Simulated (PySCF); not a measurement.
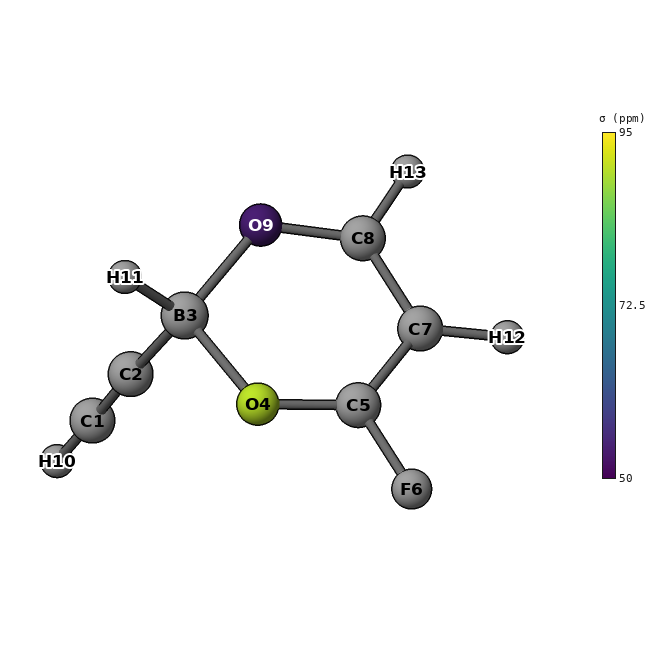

Atoms are coloured by their isotropic NMR shieldings (O only, the others grey). Computed geometry: GFN2-xTB optimisation. No frequency run is at hand to confirm it as a minimum. Method: GIAO PBE0/pcSseg-1 NMR shielding, non-relativistic, gas phase (PySCF 2.14.0).

Give the isotropic NMR shieldings of the O atoms atom by atom.

| atom | σ (ppm) |
| --- | --- |
| O4 | 90.1 |
| O9 | 53.8 |

The geometry is semi-empirical. Around B such bond lengths and angles can be off by a tenth of an ångström or more and by several degrees, and values that hang on the shape move with them.
